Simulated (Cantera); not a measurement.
A closed system holds: 1 mol Na2CO3, 3.4 mol SO2, 1.2 mol CO2, held at 100000 Pa.

These are equilibrium values from Cantera (NASA tables, ideal gas, pure condensed phases), not measurements of a reactor. Candidate condensed phases: C, Na, NaO2, Na2CO3, Na2O, Na2O2, Na2S, Na2SO4, S; 27 gas species. Gases not in the tables: S3 to S7. Rates play no part.

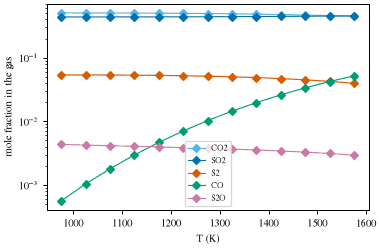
*Equilibrium gas composition (values under 1e-9 drawn at 1e-9)*

From 975 K to 1125 K the condensed part is Na2SO4(s). From 1175 K to 1575 K the condensed part is Na2SO4(l).
